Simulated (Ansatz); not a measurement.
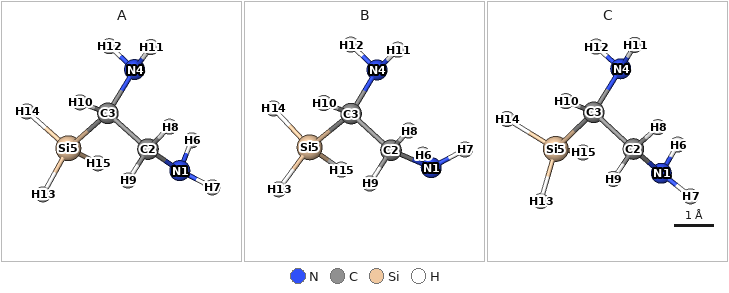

3 geometries from a converged minimum-energy path of C2H10N2Si, shuffled. The picture is a ball-and-stick view, seen at a tilt.

The calculation used RKS PBE-D4/def2-SVP (Ansatz 0.2.0). Run with 5 movable images; climbing image; force threshold 0.03 eV/Å; iteration limit 60; starting path by image-dependent pair potential.

Which frame is the transition state?

Answer. B. In order along the path, whose images run from 0 to 6: B (image 3, +0.175 eV), A (image 5, −0.020 eV), C (image 6, −0.039 eV). The motion is a rotation about the N1–C2 bond by about 130°. No bond forms or breaks between the ends. Bond angles that change up to the highest image, for instance: C2–N1–H7 107.5° → 109.5°, C3–C2–H9 109.7° → 107.7°.
